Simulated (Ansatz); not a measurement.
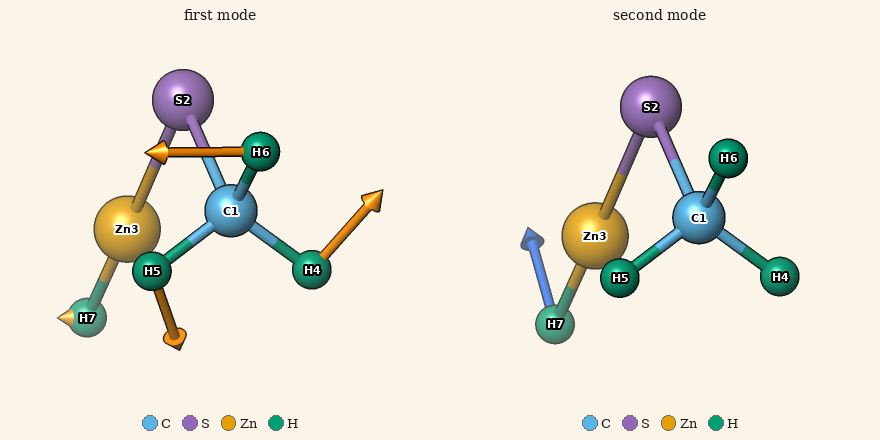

The system is CH4SZn, SMILES C[S][ZnH]; the picture shows the reference structure; its two panels give the patterns of the first and the second mode as arrows. The first coordinate is: normal mode 1 (88 cm⁻¹); the second: normal mode 5 (450 cm⁻¹). Nothing is relaxed (straight displacements along the two mass-weighted modes). The scan uses a 15 × 15 grid. Energies: cm⁻¹, counted from the lowest grid point. Theory: RKS PBE-D4/def2-TZVP (Ansatz 0.2.0).

Its coordinates:

```yaml
atoms:
  - { symbol: C, position_ang: [-0.9236, 0.6117, -0.2863] }
  - { symbol: S, position_ang: [-0.1793, 0.0366, 1.2971] }
  - { symbol: Zn, position_ang: [1.5747, -1.0504, 0.6077] }
  - { symbol: H, position_ang: [-1.2223, -0.2287, -0.9235] }
  - { symbol: H, position_ang: [-0.2471, 1.2765, -0.8357] }
  - { symbol: H, position_ang: [-1.8225, 1.1782, -0.0129] }
  - { symbol: H, position_ang: [2.8201, -1.8240, 0.1536] }
```

Range: normal mode 1 (88 cm⁻¹) from −0.759 to 0.759 amu½·Å; normal mode 5 (450 cm⁻¹) from −0.489 to 0.489 amu½·Å.

What will the energy surface look like?

Answer. The lowest grid point is at normal mode 1 (88 cm⁻¹) = 0.000 amu½·Å, normal mode 5 (450 cm⁻¹) = 0.000 amu½·Å. The highest grid point, normal mode 1 (88 cm⁻¹) = 0.759 amu½·Å, normal mode 5 (450 cm⁻¹) = 0.489 amu½·Å, lies 3246 cm⁻¹ above the lowest.

```csv
"normal mode 5 (450 cm⁻¹) ↓, normal mode 1 (88 cm⁻¹) →",−0.759,−0.651,−0.542,−0.434,−0.326,−0.217,−0.108,0.000,0.108,0.217,0.326,0.434,0.542,0.651,0.759
0.489,3242,2243,1579,1182,977,892,868,864,868,893,978,1184,1581,2246,3246
0.419,2978,1980,1319,924,720,636,612,609,613,637,721,925,1321,1983,2982
0.349,2767,1771,1112,718,516,433,410,406,410,433,517,720,1114,1774,2771
0.279,2604,1610,952,560,359,277,254,251,254,277,360,561,954,1613,2607
0.209,2483,1491,834,443,243,162,140,137,140,163,244,445,836,1493,2486
0.140,2400,1409,753,364,165,84,62,60,63,85,166,365,755,1411,2402
0.070,2350,1360,706,317,119,39,17,15,17,39,120,318,707,1362,2352
0.000,2331,1342,689,301,103,24,2,0,3,24,104,302,690,1344,2333
−0.070,2343,1355,702,315,117,38,17,15,17,39,118,316,703,1356,2344
−0.140,2386,1399,747,360,163,83,62,60,63,84,163,361,748,1400,2387
−0.209,2463,1477,825,438,241,162,141,139,142,163,242,439,826,1478,2464
−0.279,2579,1593,941,554,358,278,258,255,258,279,358,555,942,1594,2580
−0.349,2739,1752,1101,714,517,438,417,414,417,438,518,715,1102,1753,2739
−0.419,2948,1961,1310,923,725,646,625,622,625,646,726,924,1310,1962,2948
−0.489,3212,2225,1573,1186,988,908,886,884,887,909,989,1187,1574,2226,3212
```

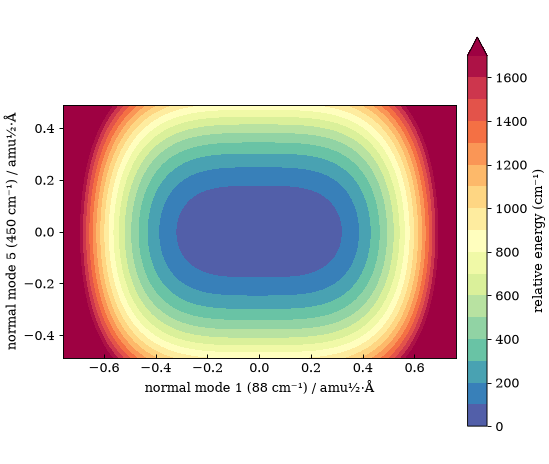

The picture shows filled contours, one colour for all values above the top of the scale. Between grid points the surface is interpolated.

Each point was launched as `ansatz run input.yaml --threads 1 --pin off --max-ram 2560MiB --backend cpu --events-out ev --progress --plain --runs-dir out`. Time for the 225 points that were run: 28 min on 1 thread of Arm Neoverse N1 (shared host).
